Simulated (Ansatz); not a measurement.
GeICl$_{3}$: molecular dynamics (part 2 of 2)

GeICl$_{3}$, SMILES [Cl][Ge]([Cl])([Cl])[I]; RKS revPBE-d4/def2-SVP (Ansatz 0.2.0). The geometry comes from this level: PBE0-D4/def2-TZVP.

Geometry of the input (Å):
```
Cl -1.4038  -0.6472  1.4706
Ge 0.0123  -0.0615  -0.0007
Cl 1.9484  -0.6132  0.6777
Cl -0.3999  -1.1317  -1.7889
I  -0.1071  2.3799  -0.4001
```

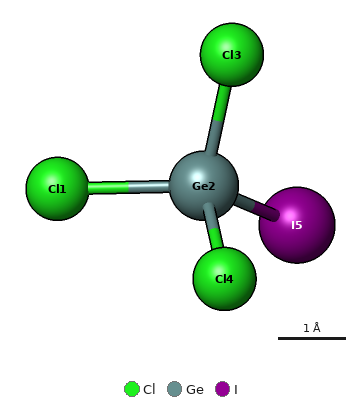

Figure 1. The geometry at step 32 of the log (ball-and-stick view, seen at a tilt; atoms are numbered from 1 in the order of the input).

### Trajectory as extended XYZ, continued
```
5
Properties=species:S:1:pos:R:3:forces:R:3 step=13 time_fs=6.5 energy=-102162.92835 temperature=1134.0
Cl   -1.4183   -0.7222    1.4749   -0.1371   0.0850   0.1607
Ge    0.0099   -0.0192    0.0226   -0.5579  -0.9768  -0.2919
Cl    1.9329   -0.5802    0.7077    0.7553  -0.1811   0.2628
Cl   -0.4090   -1.1455   -1.7867    0.0392   0.0644  -0.0028
I    -0.1012    2.3681   -0.4212   -0.0994   1.0085  -0.1288
5
Properties=species:S:1:pos:R:3:forces:R:3 step=14 time_fs=7.0 energy=-102162.92264 temperature=1162.6
Cl   -1.4195   -0.7276    1.4759   -0.1120   0.1077   0.1344
Ge    0.0095   -0.0156    0.0246   -0.6008  -1.0768  -0.3107
Cl    1.9310   -0.5778    0.7110    0.7644  -0.1815   0.2650
Cl   -0.4100   -1.1462   -1.7872    0.0532   0.0979   0.0459
I    -0.1007    2.3675   -0.4230   -0.1048   1.0527  -0.1345
5
Properties=species:S:1:pos:R:3:forces:R:3 step=15 time_fs=7.5 energy=-102162.91625 temperature=1145.0
Cl   -1.4204   -0.7331    1.4768   -0.0897   0.1300   0.1097
Ge    0.0090   -0.0122    0.0265   -0.6433  -1.1741  -0.3294
Cl    1.9288   -0.5758    0.7146    0.7764  -0.1823   0.2673
Cl   -0.4112   -1.1466   -1.7879    0.0666   0.1304   0.0925
I    -0.1002    2.3669   -0.4247   -0.1100   1.0960  -0.1401
5
Properties=species:S:1:pos:R:3:forces:R:3 step=16 time_fs=8.0 energy=-102162.90943 temperature=1068.9
Cl   -1.4213   -0.7388    1.4778   -0.0658   0.1534   0.0827
Ge    0.0084   -0.0088    0.0281   -0.6858  -1.2702  -0.3409
Cl    1.9263   -0.5743    0.7182    0.7879  -0.1827   0.2694
Cl   -0.4123   -1.1470   -1.7887    0.0787   0.1603   0.1347
I    -0.0995    2.3664   -0.4262   -0.1150   1.1391  -0.1459
5
Properties=species:S:1:pos:R:3:forces:R:3 step=17 time_fs=8.5 energy=-102162.90270 temperature=954.9
Cl   -1.4227   -0.7444    1.4786   -0.0406   0.1771   0.0544
Ge    0.0076   -0.0056    0.0295   -0.7203  -1.3643  -0.3445
Cl    1.9240   -0.5730    0.7214    0.7923  -0.1812   0.2699
Cl   -0.4128   -1.1472   -1.7895    0.0884   0.1868   0.1718
I    -0.0988    2.3659   -0.4276   -0.1199   1.1816  -0.1515
5
Properties=species:S:1:pos:R:3:forces:R:3 step=18 time_fs=9.0 energy=-102162.89543 temperature=1025.5
Cl   -1.4245   -0.7498    1.4793   -0.0152   0.2010   0.0258
Ge    0.0064   -0.0023    0.0307   -0.7505  -1.4625  -0.3453
Cl    1.9216   -0.5720    0.7245    0.7930  -0.1787   0.2693
Cl   -0.4134   -1.1473   -1.7905    0.0975   0.2133   0.2082
I    -0.0980    2.3654   -0.4288   -0.1248   1.2268  -0.1579
5
Properties=species:S:1:pos:R:3:forces:R:3 step=19 time_fs=9.5 energy=-102162.88736 temperature=998.4
Cl   -1.4264   -0.7553    1.4801    0.0122   0.2263  -0.0047
Ge    0.0053    0.0012    0.0320   -0.7809  -1.5668  -0.3443
Cl    1.9192   -0.5711    0.7274    0.7917  -0.1756   0.2680
Cl   -0.4141   -1.1475   -1.7917    0.1068   0.2410   0.2461
I    -0.0971    2.3650   -0.4298   -0.1297   1.2750  -0.1650
5
Properties=species:S:1:pos:R:3:forces:R:3 step=20 time_fs=10.0 energy=-102162.87948 temperature=883.4
Cl   -1.4280   -0.7606    1.4810    0.0373   0.2504  -0.0333
Ge    0.0039    0.0046    0.0331   -0.8035  -1.6659  -0.3408
Cl    1.9171   -0.5700    0.7303    0.7855  -0.1712   0.2648
Cl   -0.4149   -1.1475   -1.7928    0.1151   0.2666   0.2810
I    -0.0963    2.3647   -0.4307   -0.1345   1.3201  -0.1718
5
Properties=species:S:1:pos:R:3:forces:R:3 step=21 time_fs=10.5 energy=-102162.87177 temperature=807.7
Cl   -1.4294   -0.7653    1.4821    0.0593   0.2728  -0.0589
Ge    0.0025    0.0079    0.0342   -0.8199  -1.7595  -0.3341
Cl    1.9150   -0.5690    0.7331    0.7771  -0.1658   0.2606
Cl   -0.4158   -1.1474   -1.7934    0.1223   0.2894   0.3109
I    -0.0956    2.3647   -0.4315   -0.1388   1.3631  -0.1785
5
Properties=species:S:1:pos:R:3:forces:R:3 step=22 time_fs=11.0 energy=-102162.86421 temperature=747.6
Cl   -1.4308   -0.7698    1.4830    0.0805   0.2946  -0.0835
Ge    0.0009    0.0113    0.0351   -0.8247  -1.8547  -0.3207
Cl    1.9133   -0.5682    0.7357    0.7590  -0.1575   0.2532
Cl   -0.4166   -1.1473   -1.7940    0.1281   0.3098   0.3366
I    -0.0950    2.3646   -0.4323   -0.1429   1.4078  -0.1856
5
Properties=species:S:1:pos:R:3:forces:R:3 step=23 time_fs=11.5 energy=-102162.85668 temperature=766.2
Cl   -1.4324   -0.7742    1.4840    0.1029   0.3168  -0.1086
Ge   -0.0007    0.0147    0.0359   -0.8198  -1.9540  -0.3021
Cl    1.9123   -0.5673    0.7383    0.7302  -0.1460   0.2423
Cl   -0.4173   -1.1475   -1.7943    0.1335   0.3300   0.3615
I    -0.0945    2.3646   -0.4332   -0.1469   1.4532  -0.1931
5
Properties=species:S:1:pos:R:3:forces:R:3 step=24 time_fs=12.0 energy=-102162.84889 temperature=736.3
Cl   -1.4342   -0.7785    1.4853    0.1296   0.3411  -0.1373
Ge   -0.0021    0.0181    0.0368   -0.8160  -2.0554  -0.2789
Cl    1.9116   -0.5665    0.7410    0.6975  -0.1332   0.2301
Cl   -0.4180   -1.1481   -1.7943    0.1394   0.3509   0.3868
I    -0.0939    2.3646   -0.4341   -0.1505   1.4967  -0.2006
5
Properties=species:S:1:pos:R:3:forces:R:3 step=25 time_fs=12.5 energy=-102162.84090 temperature=789.6
Cl   -1.4362   -0.7829    1.4866    0.1589   0.3665  -0.1683
Ge   -0.0035    0.0215    0.0375   -0.8087  -2.1584  -0.2522
Cl    1.9115   -0.5657    0.7437    0.6583  -0.1189   0.2157
Cl   -0.4186   -1.1487   -1.7946    0.1455   0.3719   0.4128
I    -0.0932    2.3647   -0.4351   -0.1540   1.5389  -0.2080
5
Properties=species:S:1:pos:R:3:forces:R:3 step=26 time_fs=13.0 energy=-102162.83250 temperature=788.0
Cl   -1.4384   -0.7872    1.4879    0.1879   0.3917  -0.1985
Ge   -0.0048    0.0248    0.0384   -0.8000  -2.2609  -0.2275
Cl    1.9114   -0.5648    0.7466    0.6177  -0.1042   0.2010
Cl   -0.4192   -1.1491   -1.7950    0.1517   0.3933   0.4399
I    -0.0924    2.3648   -0.4361   -0.1572   1.5801  -0.2150
5
Properties=species:S:1:pos:R:3:forces:R:3 step=27 time_fs=13.5 energy=-102162.82353 temperature=823.0
Cl   -1.4408   -0.7913    1.4892    0.2168   0.4168  -0.2283
Ge   -0.0062    0.0282    0.0395   -0.7931  -2.3623  -0.2037
Cl    1.9112   -0.5641    0.7495    0.5788  -0.0900   0.1872
Cl   -0.4197   -1.1493   -1.7954    0.1577   0.4141   0.4669
I    -0.0918    2.3649   -0.4373   -0.1602   1.6213  -0.2221
5
Properties=species:S:1:pos:R:3:forces:R:3 step=28 time_fs=14.0 energy=-102162.81372 temperature=835.5
Cl   -1.4431   -0.7954    1.4907    0.2434   0.4409  -0.2557
Ge   -0.0077    0.0317    0.0408   -0.7793  -2.4692  -0.1789
Cl    1.9113   -0.5634    0.7526    0.5361  -0.0743   0.1721
Cl   -0.4202   -1.1495   -1.7954    0.1631   0.4342   0.4928
I    -0.0912    2.3648   -0.4384   -0.1633   1.6683  -0.2304
5
Properties=species:S:1:pos:R:3:forces:R:3 step=29 time_fs=14.5 energy=-102162.80361 temperature=720.1
Cl   -1.4451   -0.7995    1.4923    0.2684   0.4641  -0.2816
Ge   -0.0091    0.0350    0.0421   -0.7681  -2.5717  -0.1541
Cl    1.9112   -0.5625    0.7557    0.4981  -0.0601   0.1586
Cl   -0.4205   -1.1497   -1.7953    0.1679   0.4524   0.5159
I    -0.0907    2.3646   -0.4395   -0.1664   1.7153  -0.2388
5
Properties=species:S:1:pos:R:3:forces:R:3 step=30 time_fs=15.0 energy=-102162.79411 temperature=623.4
Cl   -1.4468   -0.8037    1.4938    0.2933   0.4869  -0.3077
Ge   -0.0102    0.0379    0.0432   -0.7629  -2.6615  -0.1263
Cl    1.9111   -0.5615    0.7585    0.4676  -0.0484   0.1476
Cl   -0.4207   -1.1495   -1.7950    0.1714   0.4657   0.5325
I    -0.0903    2.3644   -0.4405   -0.1694   1.7573  -0.2461
5
Properties=species:S:1:pos:R:3:forces:R:3 step=31 time_fs=15.5 energy=-102162.78492 temperature=698.7
Cl   -1.4488   -0.8082    1.4951    0.3177   0.5093  -0.3321
Ge   -0.0113    0.0406    0.0444   -0.7576  -2.7445  -0.0972
Cl    1.9111   -0.5604    0.7609    0.4385  -0.0376   0.1379
Cl   -0.4207   -1.1488   -1.7946    0.1737   0.4754   0.5442
I    -0.0899    2.3642   -0.4414   -0.1724   1.7974  -0.2528
5
Properties=species:S:1:pos:R:3:forces:R:3 step=32 time_fs=16.0 energy=-102162.77548 temperature=670.3
Cl   -1.4512   -0.8127    1.4959    0.3406   0.5309  -0.3539
Ge   -0.0128    0.0433    0.0456   -0.7506  -2.8267  -0.0705
Cl    1.9108   -0.5591    0.7632    0.4098  -0.0273   0.1289
Cl   -0.4209   -1.1483   -1.7939    0.1757   0.4853   0.5551
I    -0.0895    2.3640   -0.4422   -0.1755   1.8378  -0.2596
5
Properties=species:S:1:pos:R:3:forces:R:3 step=33 time_fs=16.5 energy=-102162.76618 temperature=680.6
Cl   -1.4535   -0.8175    1.4962    0.3594   0.5506  -0.3710
Ge   -0.0146    0.0459    0.0467   -0.7361  -2.9075  -0.0454
Cl    1.9107   -0.5579    0.7652    0.3782  -0.0160   0.1193
Cl   -0.4209   -1.1481   -1.7931    0.1771   0.4947   0.5638
I    -0.0891    2.3637   -0.4428   -0.1786   1.8783  -0.2667
5
Properties=species:S:1:pos:R:3:forces:R:3 step=34 time_fs=17.0 energy=-102162.75850 temperature=543.4
Cl   -1.4557   -0.8220    1.4960    0.3732   0.5667  -0.3821
Ge   -0.0164    0.0480    0.0479   -0.7145  -2.9747  -0.0244
Cl    1.9109   -0.5566    0.7670    0.3453  -0.0049   0.1098
Cl   -0.4208   -1.1479   -1.7921    0.1775   0.5016   0.5690
I    -0.0885    2.3635   -0.4434   -0.1814   1.9113  -0.2723
5
Properties=species:S:1:pos:R:3:forces:R:3 step=35 time_fs=17.5 energy=-102162.75266 temperature=552.0
Cl   -1.4577   -0.8263    1.4956    0.3834   0.5799  -0.3887
Ge   -0.0180    0.0496    0.0493   -0.6954  -3.0233  -0.0090
Cl    1.9111   -0.5552    0.7687    0.3184   0.0038   0.1029
Cl   -0.4206   -1.1479   -1.7907    0.1775   0.5060   0.5707
I    -0.0878    2.3634   -0.4441   -0.1838   1.9336  -0.2759
5
Properties=species:S:1:pos:R:3:forces:R:3 step=36 time_fs=18.0 energy=-102162.74755 temperature=497.5
Cl   -1.4597   -0.8303    1.4951    0.3925   0.5922  -0.3939
Ge   -0.0195    0.0510    0.0508   -0.6784  -3.0637   0.0045
Cl    1.9113   -0.5538    0.7705    0.2942   0.0116   0.0969
Cl   -0.4204   -1.1481   -1.7890    0.1775   0.5096   0.5711
I    -0.0871    2.3634   -0.4450   -0.1859   1.9503  -0.2787
5
Properties=species:S:1:pos:R:3:forces:R:3 step=37 time_fs=18.5 energy=-102162.74354 temperature=447.1
Cl   -1.4615   -0.8341    1.4947    0.4000   0.6032  -0.3982
Ge   -0.0211    0.0523    0.0520   -0.6580  -3.0958   0.0163
Cl    1.9115   -0.5525    0.7722    0.2684   0.0198   0.0901
Cl   -0.4202   -1.1484   -1.7876    0.1772   0.5133   0.5719
I    -0.0863    2.3636   -0.4458   -0.1876   1.9596  -0.2801
5
Properties=species:S:1:pos:R:3:forces:R:3 step=38 time_fs=19.0 energy=-102162.74072 temperature=483.1
Cl   -1.4632   -0.8379    1.4939    0.4042   0.6122  -0.3996
Ge   -0.0229    0.0532    0.0532   -0.6326  -3.1192   0.0259
Cl    1.9117   -0.5512    0.7740    0.2411   0.0284   0.0826
Cl   -0.4197   -1.1489   -1.7862    0.1764   0.5164   0.5713
I    -0.0857    2.3640   -0.4466   -0.1891   1.9621  -0.2802
5
Properties=species:S:1:pos:R:3:forces:R:3 step=39 time_fs=19.5 energy=-102162.73873 temperature=493.7
Cl   -1.4648   -0.8418    1.4924    0.4046   0.6191  -0.3967
Ge   -0.0247    0.0540    0.0542   -0.6018  -3.1369   0.0341
Cl    1.9120   -0.5499    0.7759    0.2129   0.0374   0.0748
Cl   -0.4188   -1.1495   -1.7848    0.1750   0.5180   0.5677
I    -0.0851    2.3643   -0.4474   -0.1906   1.9623  -0.2798
5
Properties=species:S:1:pos:R:3:forces:R:3 step=40 time_fs=20.0 energy=-102162.73780 temperature=493.1
Cl   -1.4663   -0.8457    1.4906    0.4026   0.6243  -0.3911
Ge   -0.0265    0.0545    0.0551   -0.5676  -3.1465   0.0397
Cl    1.9124   -0.5487    0.7775    0.1840   0.0465   0.0672
Cl   -0.4176   -1.1505   -1.7833    0.1729   0.5192   0.5626
I    -0.0845    2.3648   -0.4483   -0.1919   1.9565  -0.2784
5
Properties=species:S:1:pos:R:3:forces:R:3 step=41 time_fs=20.5 energy=-102162.73744 temperature=514.5
Cl   -1.4677   -0.8492    1.4887    0.3995   0.6285  -0.3844
Ge   -0.0283    0.0550    0.0561   -0.5336  -3.1501   0.0417
Cl    1.9128   -0.5474    0.7792    0.1561   0.0552   0.0601
Cl   -0.4162   -1.1516   -1.7818    0.1710   0.5211   0.5586
I    -0.0838    2.3655   -0.4492   -0.1930   1.9453  -0.2760
5
Properties=species:S:1:pos:R:3:forces:R:3 step=42 time_fs=21.0 energy=-102162.73724 temperature=474.7
Cl   -1.4690   -0.8524    1.4871    0.3957   0.6318  -0.3773
Ge   -0.0299    0.0554    0.0573   -0.5039  -3.1500   0.0406
Cl    1.9132   -0.5459    0.7811    0.1334   0.0618   0.0549
Cl   -0.4146   -1.1526   -1.7802    0.1690   0.5229   0.5555
I    -0.0828    2.3661   -0.4502   -0.1942   1.9335  -0.2737
5
Properties=species:S:1:pos:R:3:forces:R:3 step=43 time_fs=21.5 energy=-102162.73712 temperature=543.6
Cl   -1.4703   -0.8554    1.4857    0.3919   0.6345  -0.3710
Ge   -0.0314    0.0556    0.0586   -0.4768  -3.1480   0.0391
Cl    1.9133   -0.5442    0.7834    0.1134   0.0671   0.0502
Cl   -0.4128   -1.1537   -1.7787    0.1671   0.5245   0.5533
I    -0.0816    2.3665   -0.4511   -0.1955   1.9218  -0.2716
5
Properties=species:S:1:pos:R:3:forces:R:3 step=44 time_fs=22.0 energy=-102162.73718 temperature=548.5
Cl   -1.4715   -0.8580    1.4847    0.3868   0.6363  -0.3648
Ge   -0.0330    0.0557    0.0598   -0.4484  -3.1445   0.0393
Cl    1.9133   -0.5422    0.7863    0.0937   0.0719   0.0451
Cl   -0.4109   -1.1550   -1.7771    0.1649   0.5253   0.5505
I    -0.0802    2.3668   -0.4521   -0.1970   1.9109  -0.2701
5
Properties=species:S:1:pos:R:3:forces:R:3 step=45 time_fs=22.5 energy=-102162.73703 temperature=583.3
Cl   -1.4728   -0.8606    1.4840    0.3831   0.6387  -0.3611
Ge   -0.0347    0.0557    0.0609   -0.4213  -3.1421   0.0420
Cl    1.9130   -0.5403    0.7897    0.0739   0.0764   0.0391
Cl   -0.4090   -1.1562   -1.7758    0.1628   0.5258   0.5487
I    -0.0790    2.3669   -0.4532   -0.1984   1.9012  -0.2688
5
Properties=species:S:1:pos:R:3:forces:R:3 step=46 time_fs=23.0 energy=-102162.73726 temperature=512.3
Cl   -1.4742   -0.8631    1.4834    0.3803   0.6413  -0.3588
Ge   -0.0364    0.0555    0.0621   -0.3935  -3.1369   0.0433
Cl    1.9128   -0.5388    0.7933    0.0514   0.0821   0.0319
Cl   -0.4071   -1.1575   -1.7747    0.1610   0.5276   0.5498
I    -0.0780    2.3671   -0.4543   -0.1994   1.8859  -0.2662
5
Properties=species:S:1:pos:R:3:forces:R:3 step=47 time_fs=23.5 energy=-102162.73821 temperature=494.0
Cl   -1.4757   -0.8654    1.4830    0.3771   0.6427  -0.3555
Ge   -0.0380    0.0552    0.0635   -0.3638  -3.1261   0.0401
Cl    1.9129   -0.5376    0.7967    0.0272   0.0882   0.0245
Cl   -0.4052   -1.1588   -1.7738    0.1595   0.5308   0.5532
I    -0.0769    2.3676   -0.4552   -0.2000   1.8644  -0.2623
5
Properties=species:S:1:pos:R:3:forces:R:3 step=48 time_fs=24.0 energy=-102162.73939 temperature=516.6
Cl   -1.4773   -0.8676    1.4827    0.3754   0.6442  -0.3534
Ge   -0.0394    0.0548    0.0650   -0.3366  -3.1117   0.0339
Cl    1.9132   -0.5364    0.8000    0.0033   0.0937   0.0174
Cl   -0.4034   -1.1601   -1.7731    0.1585   0.5349   0.5595
I    -0.0757    2.3680   -0.4561   -0.2005   1.8390  -0.2574
5
Properties=species:S:1:pos:R:3:forces:R:3 step=49 time_fs=24.5 energy=-102162.74113 temperature=605.2
Cl   -1.4789   -0.8699    1.4823    0.3721   0.6446  -0.3493
Ge   -0.0410    0.0540    0.0666   -0.3053  -3.0915   0.0229
Cl    1.9136   -0.5355    0.8034   -0.0246   0.0998   0.0087
Cl   -0.4020   -1.1614   -1.7727    0.1585   0.5405   0.5685
I    -0.0741    2.3686   -0.4571   -0.2007   1.8067  -0.2509
5
Properties=species:S:1:pos:R:3:forces:R:3 step=50 time_fs=25.0 energy=-102162.74381 temperature=648.4
Cl   -1.4805   -0.8724    1.4818    0.3670   0.6436  -0.3431
Ge   -0.0428    0.0530    0.0683   -0.2680  -3.0628   0.0111
Cl    1.9143   -0.5346    0.8071   -0.0570   0.1067  -0.0021
Cl   -0.4010   -1.1626   -1.7724    0.1588   0.5449   0.5768
I    -0.0725    2.3694   -0.4580   -0.2008   1.7676  -0.2427
```
